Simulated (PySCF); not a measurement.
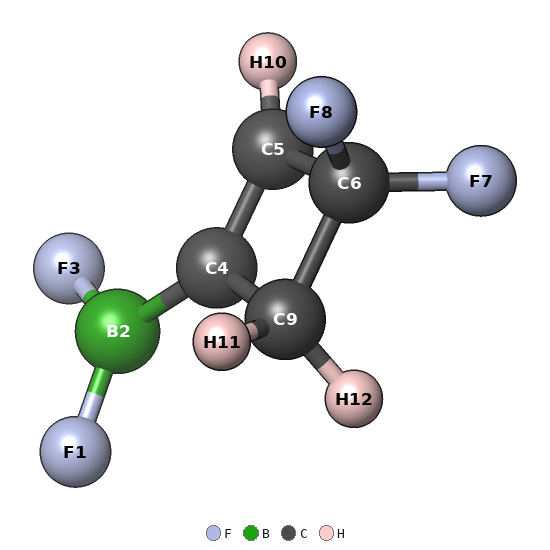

Computed geometry: GFN2-xTB optimisation. No frequency run is at hand to confirm it as a minimum. Method: B3LYP/pcJ-1 indirect spin-spin coupling, non-relativistic, gas phase (PySCF 2.14.0). Isotopes: 11B, 13C, 19F, 1H.

Give the spin–spin coupling constants of these pairs, with the number of bonds between them: B2/F3, C6/F8, F1/C4, F7/F8, F7/C9, F8/C9, F1/C9, B2/H12, F3/C5, F8/H12.

```json
{"pair": "B2, F3", "bonds apart": "1", "J (Hz)": "−118.9"}
{"pair": "C6, F8", "bonds apart": "1", "J (Hz)": "−340.6"}
{"pair": "F1, C4", "bonds apart": "2", "J (Hz)": "47.3"}
{"pair": "F7, F8", "bonds apart": "2", "J (Hz)": "193.5"}
{"pair": "F7, C9", "bonds apart": "2", "J (Hz)": "23.3"}
{"pair": "F8, C9", "bonds apart": "2", "J (Hz)": "23.2"}
{"pair": "F1, C9", "bonds apart": "3", "J (Hz)": "−3.2"}
{"pair": "B2, H12", "bonds apart": "3", "J (Hz)": "0.7"}
{"pair": "F3, C5", "bonds apart": "3", "J (Hz)": "1.4"}
{"pair": "F8, H12", "bonds apart": "3", "J (Hz)": "2.9"}
```

Density functionals are unreliable for couplings to fluorine, so those rows may be far off.

The geometry is semi-empirical. Around B such bond lengths and angles can be off by a tenth of an ångström or more and by several degrees, and values that hang on the shape move with them.
